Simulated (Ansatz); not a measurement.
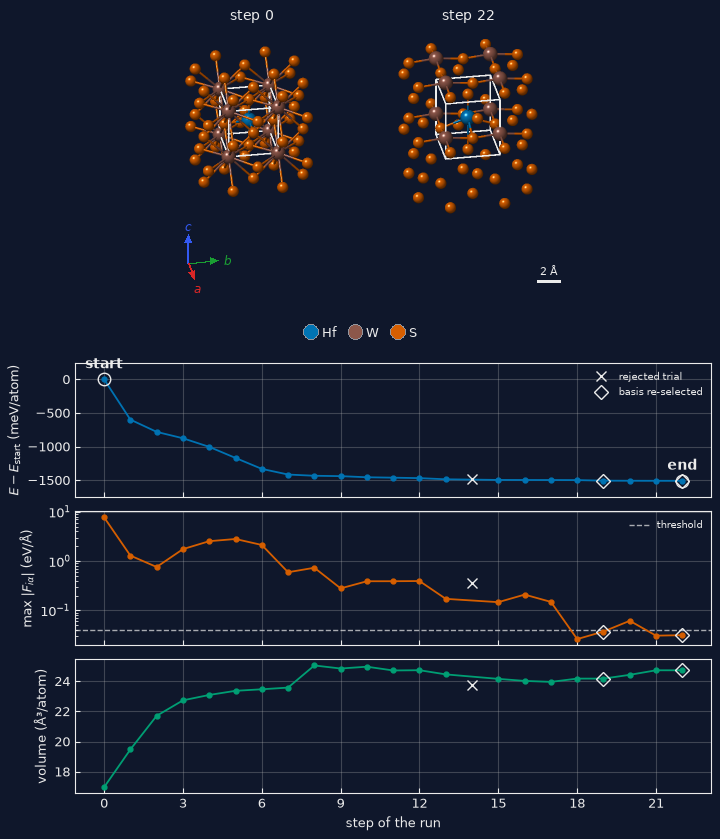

First and last geometry of a relaxation of solid HfWS₃ (built on the tetragonal perovskite type) (coarse preliminary run), with the history of the run. A ball-and-stick model of the cell of the calculation, seen from a free direction.

Case: tetragonal perovskite type (P4mm, No. 99).

Method: DFT PBE, scalar-relativistic, plane waves, PAW (Ansatz). (plane-wave cutoff 420 eV; k-point mesh 4 × 4 × 4; occupations gaussian; smearing width 0.1 eV; collinear spin; cell and atoms relaxed; force threshold 0.04 eV/Å; at most 70 steps)

**Read the history and describe the run.**

It converged. Over 19 accepted moves (22 points after the start) the energy falls by 1509 meV per atom. The largest force component goes from 7.7 to 0.032 eV/Å. Pressure: 47.91 GPa at the start and 0.03 GPa at the end. The line search rejected the trial step at point 14 of the run. The SCF was repeated twice at an unchanged geometry on a basis and grid sized afresh for the cell, which shifted the energy by 8.6 meV per atom at most. The largest move relative to the cell is that of the W atom, 2.04 Å along +c. By element the largest moves are W 2.04 Å, S 0.80 Å, Hf 0.12 Å. The volume changes by +45.7 %, with a = b 4.376 → 4.800 Å (+9.7 %), c 4.431 → 5.366 Å (+21.1 %). Some distances before and after: S–W 3.161 → 6.100 Å, S–W 3.096 → 4.217 Å, Hf–S 2.393 → 3.103 Å, S–W 3.067 → 2.412 Å. Bonds break, among them: S–W (3.10 → 4.22 Å), S–W (3.16 → 6.10 Å). Bond angles that change, for instance: W–S–W 91.0° → 168.4°, S–W–S 91.0° → 168.4°, Hf–S–Hf 173.0° → 141.3°. The space group stays P4mm (No. 99). The run took 6.3 min on 1 thread of Arm Neoverse V1 (shared host), peak memory 0.45 GiB.

```json
{"step": "0", "E − E(0), meV/atom": "0.00", "largest force component, eV/Å": "7.7290", "pressure, GPa": "47.91", "volume, Å³/atom": "16.969", "note": ""}
{"step": "1", "E − E(0), meV/atom": "-598.86", "largest force component, eV/Å": "1.2955", "pressure, GPa": "19.21", "volume, Å³/atom": "19.473", "note": ""}
{"step": "2", "E − E(0), meV/atom": "-781.21", "largest force component, eV/Å": "0.7600", "pressure, GPa": "6.24", "volume, Å³/atom": "21.704", "note": ""}
{"step": "3", "E − E(0), meV/atom": "-875.98", "largest force component, eV/Å": "1.7505", "pressure, GPa": "1.80", "volume, Å³/atom": "22.731", "note": ""}
{"step": "4", "E − E(0), meV/atom": "-1003.98", "largest force component, eV/Å": "2.5366", "pressure, GPa": "0.63", "volume, Å³/atom": "23.088", "note": ""}
{"step": "5", "E − E(0), meV/atom": "-1168.67", "largest force component, eV/Å": "2.8100", "pressure, GPa": "0.17", "volume, Å³/atom": "23.363", "note": ""}
{"step": "6", "E − E(0), meV/atom": "-1331.14", "largest force component, eV/Å": "2.1277", "pressure, GPa": "0.34", "volume, Å³/atom": "23.464", "note": ""}
{"step": "7", "E − E(0), meV/atom": "-1415.38", "largest force component, eV/Å": "0.5952", "pressure, GPa": "2.05", "volume, Å³/atom": "23.576", "note": ""}
{"step": "8", "E − E(0), meV/atom": "-1433.56", "largest force component, eV/Å": "0.7336", "pressure, GPa": "-1.56", "volume, Å³/atom": "25.044", "note": ""}
{"step": "9", "E − E(0), meV/atom": "-1439.28", "largest force component, eV/Å": "0.2802", "pressure, GPa": "-0.21", "volume, Å³/atom": "24.841", "note": ""}
{"step": "10", "E − E(0), meV/atom": "-1455.81", "largest force component, eV/Å": "0.3909", "pressure, GPa": "-1.61", "volume, Å³/atom": "24.962", "note": ""}
{"step": "11", "E − E(0), meV/atom": "-1461.99", "largest force component, eV/Å": "0.3915", "pressure, GPa": "0.05", "volume, Å³/atom": "24.711", "note": ""}
{"step": "12", "E − E(0), meV/atom": "-1468.79", "largest force component, eV/Å": "0.3947", "pressure, GPa": "-0.03", "volume, Å³/atom": "24.729", "note": ""}
{"step": "13", "E − E(0), meV/atom": "-1486.00", "largest force component, eV/Å": "0.1718", "pressure, GPa": "-1.09", "volume, Å³/atom": "24.452", "note": ""}
{"step": "14", "E − E(0), meV/atom": "-1482.04", "largest force component, eV/Å": "0.3680", "pressure, GPa": "0.21", "volume, Å³/atom": "23.724", "note": "rejected"}
{"step": "15", "E − E(0), meV/atom": "-1495.56", "largest force component, eV/Å": "0.1472", "pressure, GPa": "-0.20", "volume, Å³/atom": "24.155", "note": ""}
{"step": "16", "E − E(0), meV/atom": "-1496.45", "largest force component, eV/Å": "0.2095", "pressure, GPa": "0.04", "volume, Å³/atom": "24.020", "note": ""}
{"step": "17", "E − E(0), meV/atom": "-1496.85", "largest force component, eV/Å": "0.1490", "pressure, GPa": "1.07", "volume, Å³/atom": "23.955", "note": ""}
{"step": "18", "E − E(0), meV/atom": "-1497.96", "largest force component, eV/Å": "0.0262", "pressure, GPa": "-0.02", "volume, Å³/atom": "24.172", "note": ""}
{"step": "19", "E − E(0), meV/atom": "-1506.52", "largest force component, eV/Å": "0.0374", "pressure, GPa": "0.49", "volume, Å³/atom": "24.172", "note": "same geometry, new basis"}
{"step": "20", "E − E(0), meV/atom": "-1507.84", "largest force component, eV/Å": "0.0617", "pressure, GPa": "0.18", "volume, Å³/atom": "24.422", "note": ""}
{"step": "21", "E − E(0), meV/atom": "-1508.63", "largest force component, eV/Å": "0.0308", "pressure, GPa": "0.04", "volume, Å³/atom": "24.724", "note": ""}
{"step": "22", "E − E(0), meV/atom": "-1508.73", "largest force component, eV/Å": "0.0315", "pressure, GPa": "0.03", "volume, Å³/atom": "24.724", "note": "same geometry, new basis"}
```
